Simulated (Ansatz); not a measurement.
## Electronic structure of Cl4F2Mo···H (doublet) in real space

| atom | x (Å) | y (Å) | z (Å) |
| --- | --- | --- | --- |
| Mo | -0.0286 | 0.0113 | -0.1348 |
| Cl | 0.1033 | 0.0509 | 2.1590 |
| F | 1.8329 | 0.0083 | -0.2375 |
| Cl | 0.0217 | 2.3188 | -0.2309 |
| Cl | -2.3260 | 0.0104 | -0.1043 |
| Cl | 0.0272 | -2.2978 | -0.1525 |
| F | -0.0568 | -0.0224 | -1.9988 |
| H | -0.1136 | -0.0794 | 5.7198 |

Core potentials replace the inner electrons of Mo.

Method: UKS PBE/def2-SVP (Ansatz).

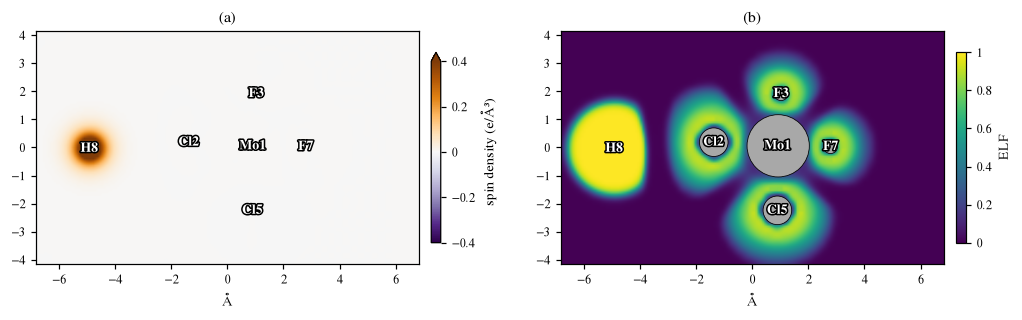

Figure 1. (a) spin density (α minus β); (b) ELF on the plane of atoms Cl5, Mo1 and F7. Grey discs cover the atomic cores in the ELF map.

### Describe what can be read from this map.

The plane passes through Mo, Cl, F and H nuclei.
Cl2···H8 (3.57 Å): the ELF dips to about 0 between them: a non-bonded, intermolecular contact.
Mo–F (1.86 Å): the ELF peaks at about 0.85 in the valence shell of F, 0.5 Å from its nucleus, and drops to about 0.30 between the two atoms.
Mo–Cl (2.30 Å): the ELF peaks at about 0.80 in the valence shell of Cl, 0.9 Å from its nucleus, and is about 0.35 at the midpoint.
The unpaired spin (1 electron) lies mostly on H8 (about 1.0), in electrons by Hirshfeld's partition.

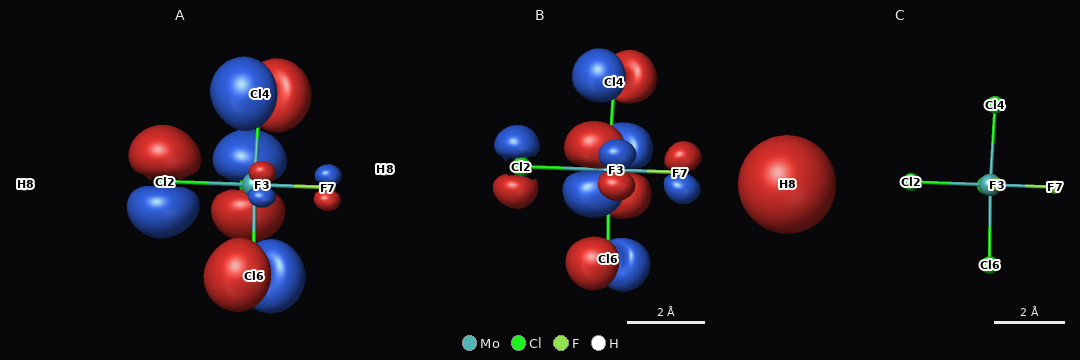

Figure 2. Three frontier orbitals at ±0.1 Å⁻³ᐟ² (red and blue are the two phases), in no order.

### Which picture is the HOMO−1, the HOMO and the LUMO? All are α orbitals.

A is the HOMO−1 (α) (−8.17 eV). It lies mainly on Cl2 (about 25 %), Cl5 (about 25 %), Cl6 (about 25 %) and Cl4 (about 25 %); largely a combination of lone pairs on Cl2, Cl5, Cl6 and Cl4. C is the HOMO (α) (−7.55 eV). By Hirshfeld shares it lies mainly on H8 (about 100 %). B is the LUMO (α) (−6.31 eV). It lies mainly on Mo1 (about 55 %), Cl4 (about 10 %), Cl6 (about 10 %) and Cl2 (about 5 %).

### What is the gap between the highest occupied and lowest empty α orbitals?

1.24 eV between the orbital energies.
